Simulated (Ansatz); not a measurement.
CH$_{4}$FNSi (SMILES N=C[SiH2]F)

Input

```
crystal:
  periodic: [false, false, false]
  atoms:
    - { symbol: "N", position_ang: [0.26032, 1.40908, -0.99791] }
    - { symbol: C, position_ang: [0.04969, 0.78423, 0.07246] }
    - { symbol: Si, position_ang: [-0.09678, -1.10535, 0.07333] }
    - { symbol: F, position_ang: [-0.3557, -1.46147, 1.62749] }
    - { symbol: H, position_ang: [0.32622, 2.42491, -0.9188] }
    - { symbol: H, position_ang: [-0.0592, 1.28978, 1.04702] }
    - { symbol: H, position_ang: [1.15109, -1.76436, -0.27143] }
    - { symbol: H, position_ang: [-1.27564, -1.57681, -0.63215] }
basis:
  gaussian: { orbitals: def2-SVP }
hamiltonian:
  xc: b3lyp
relax:
  f_tol: 0.02
  max_steps: 40
scf:
  lower_state_search: "off"
output:
  orbitals: {}
```

Run with:

```sh
ansatz run input.yaml --threads 1 --pin off --max-ram 2048MiB --backend cpu --events-out ev --progress --plain --runs-dir out
```

The fields are those of the run's last geometry, not of the input's.

The calculation used RKS B3LYP/def2-SVP (Ansatz).

### What can the converged electron density and electron localisation function tell about the bonding?

C–N (1.28 Å): ρ is about 2.8 e/Å³ halfway; the ELF peaks at about 0.90 between the atoms, as expected for a covalent bond.
Si–F (1.63 Å): ρ is about 0.99 e/Å³ halfway; the ELF peaks at about 0.85 in the valence shell of F, 0.6 Å from its nucleus, and is about 0.50 at the midpoint.
C–Si (1.89 Å): ρ is about 0.97 e/Å³ halfway; the ELF peaks at about 1 between the atoms; a covalent bond.
N–H (1.03 Å): the density is about 2.8 e/Å³ at the midpoint; the ELF climbs to about 1 towards the hydrogen, as it does in any bond to H; a covalent bond by its length.

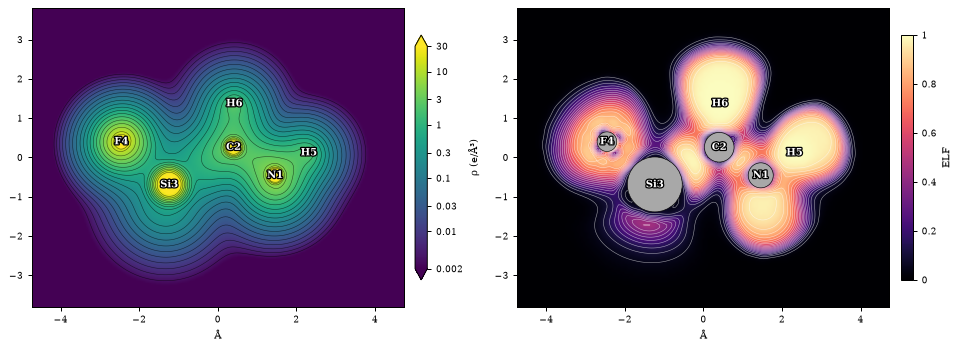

Computed electron density and electron localisation function on the plane of atoms N1, C2 and H6, in this order. Grey discs cover the atomic cores in the ELF map. 
